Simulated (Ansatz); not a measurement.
**AlSiH$_{7}$O: geometry relaxation**

System: AlSiH$_{7}$O.
Method: RHF/cc-pVDZ (Ansatz 0.2.0).

It belongs to a series of runs on one base structure; here: end point A relaxed. Figures and captions count atoms from 1; the log counts them from 0 in places.

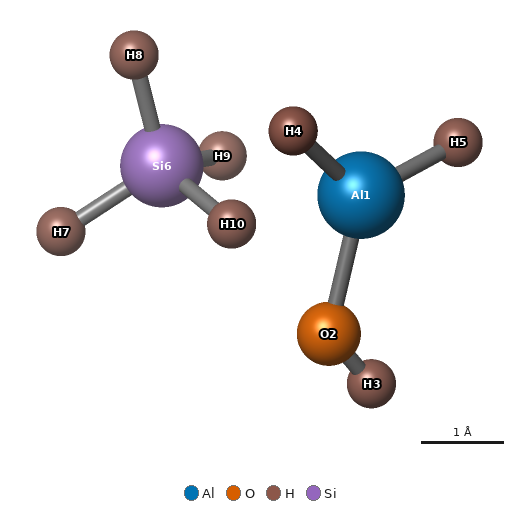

*The structure as given in the input (ball-and-stick view, seen at a tilt; atoms are numbered from 1 in the order of the input). Sticks mark near contacts.*

### Input file
```yaml
crystal:
  periodic: [false, false, false]
  atoms:
    - { symbol: Al, position_ang: [-0.049208, -0.383041, 0.091287] }
    - { symbol: O, position_ang: [-0.115329, -0.665811, 1.820234] }
    - { symbol: H, position_ang: [-0.90565, -0.843429, 2.303661] }
    - { symbol: H, position_ang: [1.380937, -0.387445, -0.572079] }
    - { symbol: H, position_ang: [-1.39222, -0.208078, -0.727546] }
    - { symbol: Si, position_ang: [0.155795, 2.96389, 1.167125] }
    - { symbol: H, position_ang: [0.850553, 3.482992, 2.370503] }
    - { symbol: H, position_ang: [0.913588, 3.32023, -0.058986] }
    - { symbol: H, position_ang: [-1.219261, 3.517695, 1.079825] }
    - { symbol: H, position_ang: [0.065995, 1.498798, 1.305076] }
basis:
  gaussian: { orbitals: cc-pVDZ }
hamiltonian:
  xc: hf
relax:
  f_tol: 0.03
  max_steps: 50
output:
  orbitals: {}
```

Hardware: 1 thread of Arm Neoverse V2, 24 GiB of memory available, shared host.

Launch command:
```bash
ansatz run input.yaml --threads 1 --pin off --max-ram 2048MiB --backend cpu --events-out ev --progress --plain --runs-dir out
```

### Log
```
The last accepted step is kept in [file] (removed where the run ends without a failure and the disk answers)
Engine: ansatz 0.2.0, aarch64-unknown-linux-gnu
Functional definition: HF
  exchange = exact_x
  correlation = 0
923 factors; integrals over basis functions are off by at most 3.6e-4 eV
mean field evaluation 1: about -16590.1309 eV, gradient 3.7e1 eV
mean field evaluation 2: about -16590.1876 eV, gradient 3.8e1 eV
mean field evaluation 4: about -16593.4219 eV, gradient 2.7e0 eV
mean field evaluation 8: about -16593.4664 eV, gradient 7.4e-2 eV
mean field -16593.46639858 eV, -609.7986426923 hartree, gradient 2.8e-5 eV, S^2 0.000000; 0 other end points of the search recorded, 0 dependent functions left out
the calculation of the forces begins
reference -16593.46639858 eV, -609.7986426923 hartree; 21, 21 occupied and 64, 64 virtual orbitals, 923 factors
relax step   1: F+E_penalty+E_count = -16593.46639858 eV  Δ(F+E_penalty+E_count) = +0.000e0 eV  max|allowed force component| = 7.692e-1 eV/Å  Δτ_max = 0.0000 Å  (31 SCF iters, accepted)
these checks for a lower state are left out or cut short: starts, cluster_reference, orbital_swaps, neighbouring_geometries, increment
923 factors; integrals over basis functions are off by at most 3.7e-4 eV
mean field evaluation 16: about -16593.5800 eV, gradient 6.1e-4 eV
mean field -16593.58001738 eV, -609.8028181062 hartree, gradient 4.5e-5 eV, S^2 0.000000; 0 other end points of the search recorded, 0 dependent functions left out
[... from here on the field's lines of each further geometry are left out, up to the last ...]
relax step   2: F+E_penalty+E_count = -16593.58001738 eV  Δ(F+E_penalty+E_count) = -1.136e-1 eV  max|allowed force component| = 6.631e-1 eV/Å  Δτ_max = 0.1949 Å  (29 SCF iters, accepted)
relax step   3: F+E_penalty+E_count = -16593.63976927 eV  Δ(F+E_penalty+E_count) = -5.975e-2 eV  max|allowed force component| = 8.068e-1 eV/Å  Δτ_max = 0.2000 Å  (29 SCF iters, accepted)
relax step   4: F+E_penalty+E_count = -16593.67438278 eV  Δ(F+E_penalty+E_count) = -3.461e-2 eV  max|allowed force component| = 1.010e0 eV/Å  Δτ_max = 0.1939 Å  (29 SCF iters, accepted)
relax step   5: F+E_penalty+E_count = -16593.70153406 eV  Δ(F+E_penalty+E_count) = -2.715e-2 eV  max|allowed force component| = 2.470e-1 eV/Å  Δτ_max = 0.2000 Å  (29 SCF iters, accepted)
relax step   6: F+E_penalty+E_count = -16593.71118331 eV  Δ(F+E_penalty+E_count) = -9.649e-3 eV  max|allowed force component| = 7.437e-2 eV/Å  Δτ_max = 0.1360 Å  (29 SCF iters, accepted)
relax step   7: F+E_penalty+E_count = -16593.71465394 eV  Δ(F+E_penalty+E_count) = -3.471e-3 eV  max|allowed force component| = 2.460e-1 eV/Å  Δτ_max = 0.1462 Å  (31 SCF iters, accepted)
relax step   8: F+E_penalty+E_count = -16593.71754078 eV  Δ(F+E_penalty+E_count) = -2.887e-3 eV  max|allowed force component| = 1.826e-1 eV/Å  Δτ_max = 0.0613 Å  (30 SCF iters, accepted)
relax step   9: F+E_penalty+E_count = -16593.71924110 eV  Δ(F+E_penalty+E_count) = -1.700e-3 eV  max|allowed force component| = 4.936e-2 eV/Å  Δτ_max = 0.0574 Å  (30 SCF iters, accepted)
relax step  10: F+E_penalty+E_count = -16593.71916558 eV  Δ(F+E_penalty+E_count) = +7.552e-5 eV  max|allowed force component| = 8.204e-2 eV/Å  Δτ_max = 0.0695 Å  (31 SCF iters, rejected (line search))
relax step  11: F+E_penalty+E_count = -16593.71975378 eV  Δ(F+E_penalty+E_count) = -5.127e-4 eV  max|allowed force component| = 1.797e-2 eV/Å  Δτ_max = 0.0333 Å  (30 SCF iters, accepted)
the calculation of the forces begins
reference -16593.71988743 eV, -609.8079582356 hartree; 21, 21 occupied and 64, 64 virtual orbitals, 923 factors
relax step  12: F+E_penalty+E_count = -16593.71988743 eV  Δ(F+E_penalty+E_count) = -1.336e-4 eV  max|allowed force component| = 2.228e-2 eV/Å  Δτ_max = 0.0411 Å  (30 SCF iters, accepted)
923 factors; integrals over basis functions are off by at most 4.1e-4 eV
mean field evaluation 96: about -16593.7199 eV, gradient 5.0e-5 eV
```

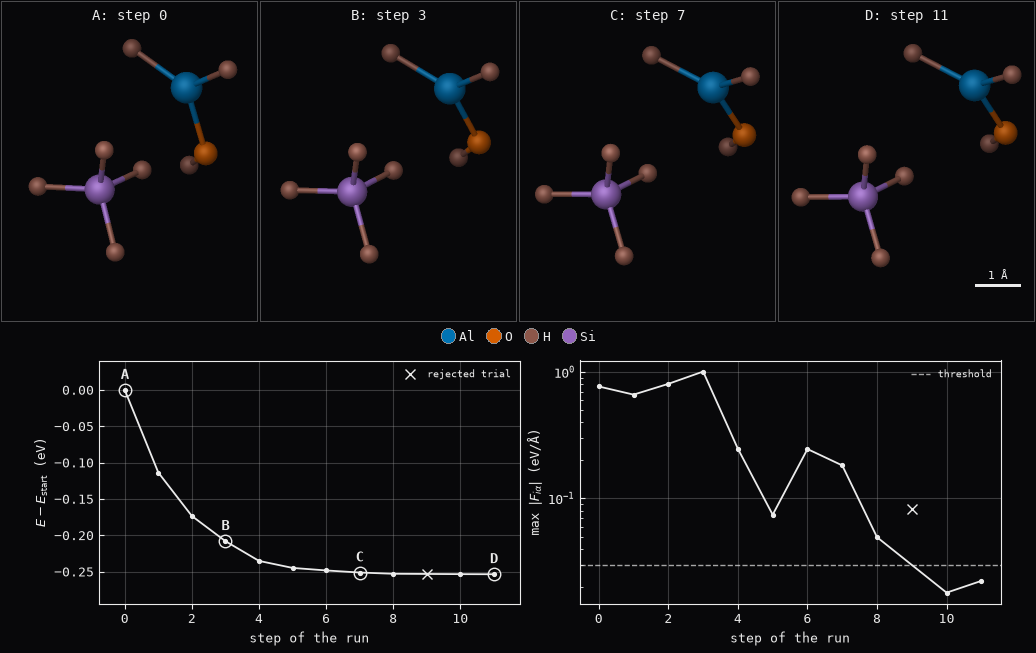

*Frames of the relaxation (ball-and-stick view, seen at an oblique angle) above the curves, on which the letters mark them (the first geometry is step 0 here and step 1 in the log).*

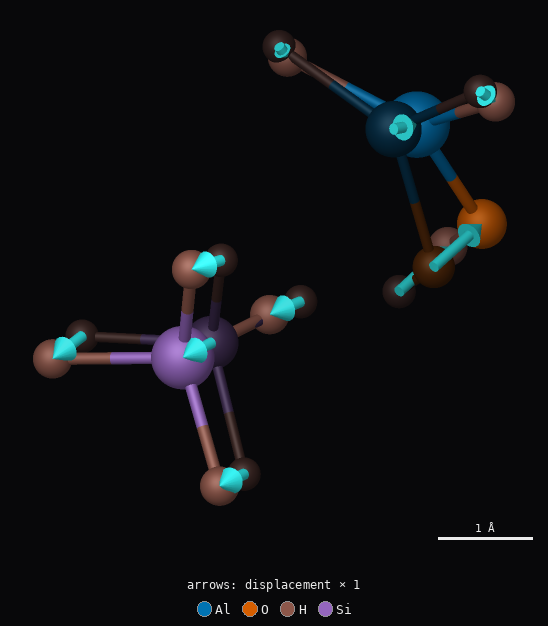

*Start (faint) and end (solid) with the displacements as teal arrows, at true length (ball-and-stick view, seen at an oblique angle). The two geometries are laid on each other by the best rigid fit.*

H3 moves most after the best rigid fit: 0.94 Å. Largest moves by element: H 0.94 Å, O 0.92 Å, Si 0.50 Å, Al 0.40 Å. Among the contacts that change: Al1–O2 1.753 → 1.717 Å, Si6–H10 1.474 → 1.490 Å. Among the angles that change: Al1–O2–H3 124.6° → 127.0°. Over 11 geometry steps the energy falls by 0.253 eV. Largest force component: 0.77 eV/Å at the start, 0.022 eV/Å at the end. The line search rejected the trial step at point 9 (counted from 0) and went back. (Atoms are counted from 1 in the order of the input.)

```
mean field -16593.71988743 eV, -609.8079582356 hartree, gradient 5.0e-5 eV, S^2 0.000000; 1 other end points of the search recorded, 0 dependent functions left out
the calculation of the forces begins
reference -16593.71988743 eV, -609.8079582356 hartree; 21, 21 occupied and 64, 64 virtual orbitals, 923 factors
Total energy: -16593.71988743 eV, -609.8079582356 hartree
Atom 0 at    -0.084625    -0.763868     0.205881 Å, force    -0.011810    -0.022279    -0.006301 eV/Å
Atom 1 at    -0.221689    -1.565816     1.717440 Å, force     0.018859     0.004532     0.001792 eV/Å
Atom 2 at    -1.015741    -1.760343     2.186932 Å, force    -0.010731     0.003345    -0.005256 eV/Å
Atom 3 at     1.374321    -0.587061    -0.362365 Å, force     0.001086     0.007332     0.006362 eV/Å
Atom 4 at    -1.390371    -0.305647    -0.563464 Å, force     0.002651     0.007213     0.004026 eV/Å
Atom 5 at     0.206674     3.464970     1.118290 Å, force    -0.006976     0.010899    -0.010152 eV/Å
Atom 6 at     0.975171     3.988569     2.275262 Å, force     0.001354    -0.010898    -0.002925 eV/Å
Atom 7 at     0.916520     3.773190    -0.148422 Å, force    -0.000291     0.000586     0.003222 eV/Å
Atom 8 at    -1.151130     4.065245     1.097947 Å, force     0.002019    -0.002658     0.000309 eV/Å
Atom 9 at     0.076070     1.986563     1.251600 Å, force     0.003840     0.001928     0.008923 eV/Å
Dipole moment:    -0.258253     0.153912    -0.002104 e Å
```

### Trajectory as extended XYZ (Å, eV, eV/Å), 10 of the 12 frames kept, from step=1 to step=12
```
10
Properties=species:S:1:pos:R:3:forces:R:3 step=1 energy=-16593.46640
Al   -0.0492   -0.3830    0.0913   -0.0202  -0.1501   0.7692
O    -0.1153   -0.6658    1.8202    0.0073  -0.5079  -0.6626
H    -0.9056   -0.8434    2.3037   -0.0227   0.0015   0.0066
H     1.3809   -0.3874   -0.5721   -0.0109  -0.0055   0.0108
H    -1.3922   -0.2081   -0.7275   -0.0020  -0.0094  -0.0056
Si    0.1558    2.9639    1.1671    0.0272   0.4523  -0.0216
H     0.8506    3.4830    2.3705   -0.0005   0.0218  -0.0049
H     0.9136    3.3202   -0.0590    0.0018  -0.0141  -0.0063
H    -1.2193    3.5177    1.0798    0.0022   0.0109   0.0106
H     0.0660    1.4988    1.3051    0.0178   0.2005  -0.0963
10
Properties=species:S:1:pos:R:3:forces:R:3 step=2 energy=-16593.58002
Al   -0.0495   -0.3992    0.1184    0.0047  -0.3821   0.6088
O    -0.1126   -0.8601    1.8057   -0.6631  -0.0550  -0.2324
H    -0.9278   -0.8783    2.3060    0.6431  -0.0363  -0.3806
H     1.3749   -0.3988   -0.5590    0.0047   0.0467   0.0341
H    -1.3877   -0.2104   -0.7097   -0.0008   0.0840   0.0544
Si    0.1610    3.0355    1.1591    0.0072   0.1967  -0.0307
H     0.8579    3.5236    2.3726   -0.0046   0.0773  -0.0293
H     0.9214    3.3571   -0.0728   -0.0071   0.0783   0.0138
H    -1.2247    3.5588    1.0784    0.0310   0.0813   0.0033
H     0.0722    1.5676    1.2804   -0.0151  -0.0909  -0.0414
10
Properties=species:S:1:pos:R:3:forces:R:3 step=3 energy=-16593.63977
Al   -0.0460   -0.5989    0.1094   -0.1331   0.3866   0.5215
O    -0.1322   -1.0473    1.7853    0.5068  -0.1155  -0.8068
H    -0.9190   -1.0361    2.2891   -0.4917  -0.0448   0.3297
H     1.3891   -0.4642   -0.5247    0.0114  -0.1892  -0.0375
H    -1.3790   -0.1773   -0.6541    0.0911  -0.2088  -0.0003
Si    0.1580    3.1400    1.1528   -0.0496  -0.1826   0.0092
H     0.8747    3.6236    2.3605   -0.0181  -0.0022  -0.0347
H     0.9237    3.4768   -0.0744   -0.0178   0.0062   0.0231
H    -1.2051    3.7315    1.0865    0.0641  -0.0059   0.0033
H     0.0211    1.6478    1.2487    0.0369   0.3562  -0.0077
10
Properties=species:S:1:pos:R:3:forces:R:3 step=5 energy=-16593.70153
Al   -0.0640   -0.5243    0.2050   -0.0099  -0.0135  -0.0323
O    -0.1554   -1.2044    1.7810   -0.2470  -0.1494   0.1003
H    -0.9613   -1.4200    2.2295    0.2133   0.0761  -0.0680
H     1.3726   -0.4267   -0.4331    0.0218   0.0275  -0.0030
H    -1.3936   -0.1499   -0.5729    0.0130  -0.0105   0.0075
Si    0.1805    3.2214    1.1106   -0.0140   0.0255   0.0105
H     0.9000    3.7078    2.3132    0.0015   0.0027  -0.0167
H     0.9406    3.5447   -0.1218   -0.0087   0.0004   0.0110
H    -1.1819    3.8073    1.0489    0.0216  -0.0020  -0.0037
H     0.0476    1.7398    1.2188    0.0084   0.0431  -0.0057
10
Properties=species:S:1:pos:R:3:forces:R:3 step=6 energy=-16593.71118
Al   -0.0673   -0.5589    0.2201   -0.0198  -0.0521  -0.0047
O    -0.1824   -1.3342    1.7507   -0.0158   0.0153  -0.0042
H    -0.9757   -1.4936    2.2359    0.0212  -0.0077  -0.0205
H     1.3815   -0.4160   -0.3866   -0.0139  -0.0001   0.0079
H    -1.3883   -0.1425   -0.5514    0.0234  -0.0021   0.0077
Si    0.1853    3.2627    1.0995    0.0047   0.0101   0.0050
H     0.9197    3.7495    2.2925    0.0012  -0.0060   0.0002
H     0.9291    3.6000   -0.1388   -0.0042  -0.0176   0.0005
H    -1.1760    3.8510    1.0567   -0.0007  -0.0142   0.0026
H     0.0593    1.7778    1.2005    0.0039   0.0744   0.0055
10
Properties=species:S:1:pos:R:3:forces:R:3 step=7 energy=-16593.71465
Al   -0.0776   -0.6177    0.2316    0.0138   0.0380  -0.0461
O    -0.2022   -1.4298    1.7385   -0.2311  -0.0955   0.1833
H    -0.9940   -1.6374    2.2163    0.2460   0.0791  -0.1751
H     1.3795   -0.4318   -0.3488   -0.0454  -0.0257   0.0176
H    -1.3897   -0.1650   -0.5337    0.0160  -0.0245   0.0031
Si    0.1955    3.3313    1.0926    0.0049  -0.0698   0.0105
H     0.9426    3.8188    2.2773    0.0027   0.0165   0.0017
H     0.9268    3.6636   -0.1543   -0.0008   0.0021  -0.0027
H    -1.1666    3.9175    1.0625   -0.0074   0.0101   0.0022
H     0.0709    1.8464    1.1970    0.0013   0.0698   0.0055
10
Properties=species:S:1:pos:R:3:forces:R:3 step=8 energy=-16593.71754
Al   -0.0815   -0.6761    0.2163    0.0271   0.0913  -0.1411
O    -0.2082   -1.4748    1.7245   -0.0667  -0.0834   0.1826
H    -0.9953   -1.6559    2.2133    0.0607   0.0097  -0.0571
H     1.3771   -0.4923   -0.3585   -0.0353  -0.0182   0.0061
H    -1.3919   -0.2212   -0.5498    0.0140  -0.0134   0.0023
Si    0.1995    3.3792    1.1042   -0.0083  -0.0842   0.0106
H     0.9508    3.8757    2.2828    0.0042   0.0277  -0.0034
H     0.9257    3.6997   -0.1489    0.0011   0.0154   0.0010
H    -1.1634    3.9641    1.0745   -0.0019   0.0274   0.0005
H     0.0725    1.8972    1.2206    0.0050   0.0277  -0.0016
10
Properties=species:S:1:pos:R:3:forces:R:3 step=10 energy=-16593.71917 accepted=F
Al   -0.0872   -0.7505    0.2093   -0.0040  -0.0524  -0.0716
O    -0.2199   -1.5577    1.7160   -0.0210  -0.0180   0.0820
H    -1.0095   -1.7578    2.1917    0.0233   0.0160  -0.0303
H     1.3697   -0.5843   -0.3659    0.0104   0.0274   0.0105
H    -1.3930   -0.3031   -0.5649   -0.0082   0.0278   0.0103
Si    0.2063    3.4588    1.1173    0.0072   0.0360  -0.0025
H     0.9690    3.9824    2.2779    0.0003  -0.0065   0.0002
H     0.9226    3.7689   -0.1451   -0.0007  -0.0046  -0.0022
H    -1.1516    4.0576    1.0901   -0.0045  -0.0042   0.0008
H     0.0786    1.9814    1.2524   -0.0028  -0.0216   0.0028
10
Properties=species:S:1:pos:R:3:forces:R:3 step=11 energy=-16593.71975
Al   -0.0846   -0.7478    0.2005   -0.0110   0.0090   0.0064
O    -0.2165   -1.5296    1.7225    0.0180  -0.0131   0.0063
H    -1.0073   -1.7218    2.1983   -0.0109   0.0058  -0.0085
H     1.3729   -0.5725   -0.3711    0.0050  -0.0019  -0.0013
H    -1.3915   -0.2934   -0.5687   -0.0010  -0.0028  -0.0020
Si    0.2038    3.4424    1.1179    0.0028   0.0028   0.0034
H     0.9663    3.9606    2.2811   -0.0010   0.0035  -0.0020
H     0.9208    3.7546   -0.1435   -0.0014  -0.0010  -0.0008
H    -1.1550    4.0395    1.0914    0.0014   0.0006   0.0016
H     0.0763    1.9639    1.2508   -0.0019  -0.0029  -0.0032
10
Properties=species:S:1:pos:R:3:forces:R:3 step=12 energy=-16593.71989
Al   -0.0846   -0.7639    0.2059   -0.0118  -0.0223  -0.0063
O    -0.2217   -1.5658    1.7174    0.0189   0.0045   0.0018
H    -1.0157   -1.7603    2.1869   -0.0107   0.0033  -0.0053
H     1.3743   -0.5871   -0.3624    0.0011   0.0073   0.0064
H    -1.3904   -0.3056   -0.5635    0.0027   0.0072   0.0040
Si    0.2067    3.4650    1.1183   -0.0070   0.0109  -0.0102
H     0.9752    3.9886    2.2753    0.0014  -0.0109  -0.0029
H     0.9165    3.7732   -0.1484   -0.0003   0.0006   0.0032
H    -1.1511    4.0652    1.0979    0.0020  -0.0027   0.0003
H     0.0761    1.9866    1.2516    0.0038   0.0019   0.0089
```

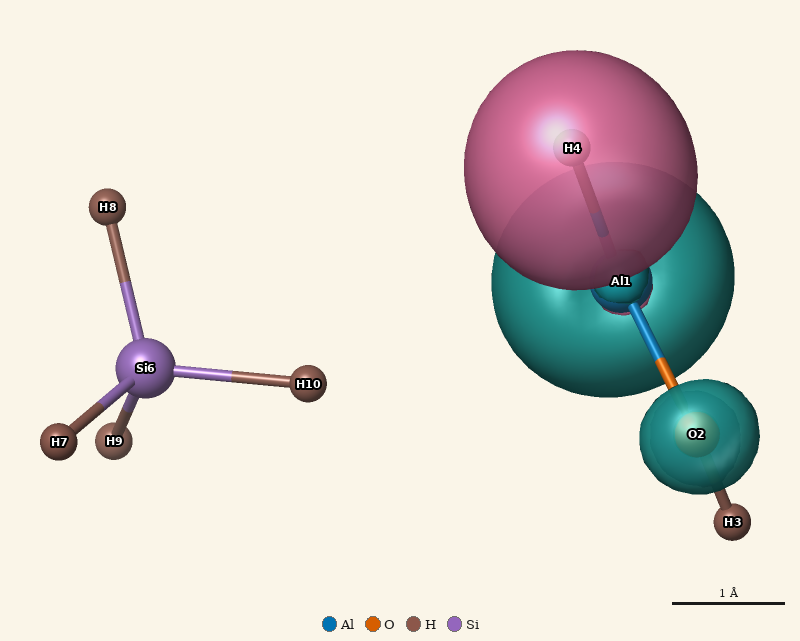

*One frontier orbital at ±0.15 Å⁻³ᐟ² (teal and pink are the two phases), seen face on.*

The HOMO, at −11.50 eV. Its weight (Hirshfeld) is mainly on Al1 (35 %), H5 (35 %) and H4 (25 %).

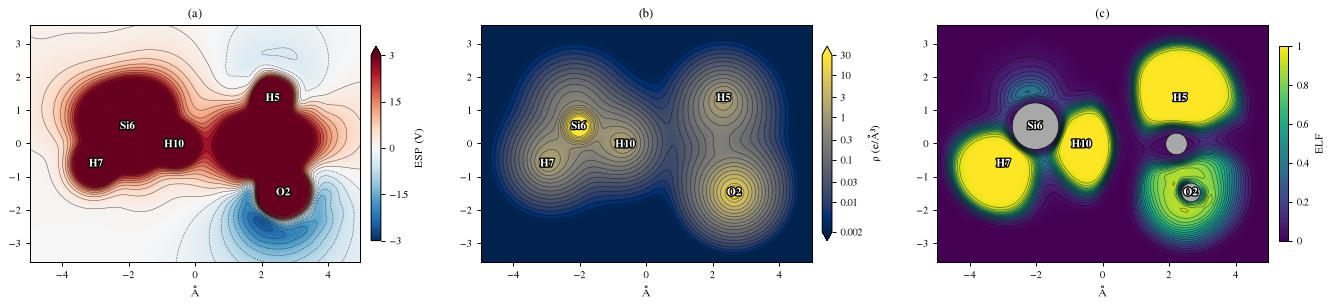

*(a) molecular electrostatic potential; (b) electron density; (c) electron localisation function on the plane of atoms H7, Si6 and H10. Grey discs, where drawn, cover atomic cores.*

The section cuts through O, H and Si sites. Si–H (1.48 Å): ρ is about 0.74 e/Å³ halfway; the ELF climbs to about 1 towards the hydrogen, as it does in any bond to H.

### Summary

| quantity | value |
| --- | --- |
| outcome | converged |
| total energy | −16593.7199 eV |
| mean-field energy | −16593.7199 eV |
| largest force (length of the vector) at the end | 0.026 eV/Å |
| wall time | 19 s |
| peak memory | 0.15 GiB |
